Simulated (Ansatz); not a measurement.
Run report: AlNH₃, single-point calculation

The run: single-point calculation of AlNH₃, multiplicity 2. Method and program: UKS B97M-V/def2-TZVPP (Ansatz 0.2.0).

The geometry comes from this level: PBE0-D4/def2-TZVP.

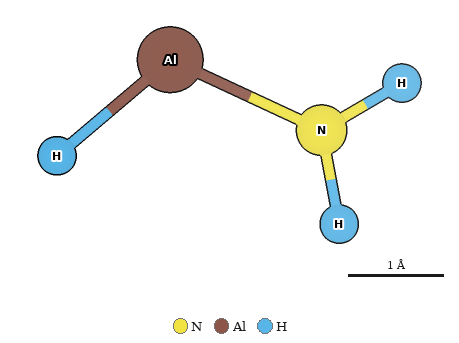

The input geometry (ball-and-stick view, seen at a tilt). Sticks mark near contacts. Bond lengths as drawn: Al–H 1.60 Å, Al–N 1.77 Å and H–N 1.01 Å.

## The input
```yaml
crystal:
  periodic: [false, false, false]
  atoms:
    - {symbol: N, position_ang: [-0.116621, -0.660837, 0.175058]}
    - {symbol: Al, position_ang: [0.836567, 0.833859, 0.120762]}
    - {symbol: H, position_ang: [0.148535, -1.505320, 0.655472]}
    - {symbol: H, position_ang: [-1.010336, -0.782830, -0.277420]}
    - {symbol: H, position_ang: [0.191755, 2.041428, -0.715370]}
basis:
  gaussian: {orbitals: def2-TZVPP}
magnetization: {spin_polarized: true, initial_magnetization: 1}
hamiltonian: {xc: {name: B97M-V}}
output: {orbitals: {seedname: orbitals}}
```

Run on 2 CPU threads, shared host.

## Output
```
Functional definition: B97M-V
  name "B97M-V"
  cite "Mardirossian & Head-Gordon, J. Chem. Phys. 142, 074111 (2015) doi:10.1063/1.4907719"
  cite "Becke, J. Chem. Phys. 107, 8554 (1997) doi:10.1063/1.475007"
  cite "Vydrov & Van Voorhis, J. Chem. Phys. 133, 244103 (2010) doi:10.1063/1.3521275"
  # Of w^i u^j: cxij and so on, Table III.
  parameter cx00 = 1.000
  parameter cx01 = 1.308
  parameter cx02 = 1.901
  parameter cx10 = 0.416
  parameter cx11 = 3.070
  parameter css00 = 1.000
  parameter css02 = -1.855
  parameter css10 = -5.668
  parameter css32 = -20.497
  parameter css42 = -20.364
  parameter cos00 = 1.000
  parameter cos01 = 1.573
  parameter cos03 = -6.298
  parameter cos10 = 2.535
  parameter cos32 = -6.427
  parameter b = 6.0
  parameter c = 0.01
  gx(w, u) = cx00 + cx01*u + cx02*u^2 + (cx10 + cx11*u)*w
  gss(w, u) = css00 + css02*u^2 + css10*w + (css32*w^3 + css42*w^4)*u^2
  gos(w, u) = cos00 + cos01*u + cos03*u^3 + cos10*w + cos32*w^3*u^2
  exchange = spin_sum(e_x_unif_s*gx(b97_w, b97_u_x))
  correlation = spin_sum(e_c_pw_mod_same_spin*gss(b97_w, b97_u_same))
      + integral(e_c_pw_mod_opposite_spin*gos(b97_w_opposite, b97_u_opposite)) + vv10(b, c)
601 factors; their error is unknown
mean field evaluation 1: about -8125.2346 eV, gradient 4.7e1 eV
mean field evaluation 2: about -8076.7632 eV, gradient 8.8e1 eV
mean field evaluation 4: about -8134.2145 eV, gradient 4.1e0 eV
mean field evaluation 8: about -8134.3381 eV, gradient 1.2e-1 eV
mean field evaluation 16: about -8134.3325 eV, gradient 1.7e-4 eV
mean field -8134.33253586 eV, -298.9312070441 hartree, gradient 6.3e-5 eV, S^2 0.752338; 0 other end points of the search recorded, 0 dependent functions left out
reference -8134.33259011 eV, -298.9312090381 hartree; 12, 11 occupied and 103, 104 virtual orbitals, 601 factors
Total energy: -8134.33259011 eV, -298.9312090381 hartree
```

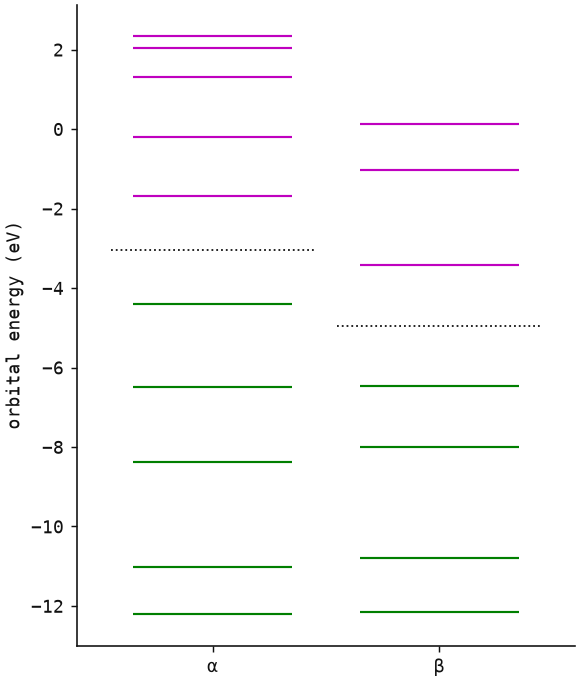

Orbital energies near the frontier for α and β spins; the dotted line parts filled from empty levels, and levels within 0.02 eV of each other stand side by side. α: highest filled −4.40 eV, lowest empty −1.69 eV, 2.71 eV apart; β: highest filled −6.46 eV, lowest empty −3.42 eV, 3.04 eV apart.

## Key numbers

```tsv
quantity	value
outcome	converged
total energy	−8134.3326 eV
⟨S²⟩	0.752
SCF solution under orbital rotations	stable
HOMO (either spin)	−4.40 eV
LUMO (either spin)	−3.42 eV
wall time	3 s (CPU time 5.5 s)
peak memory	0.23 GiB
```
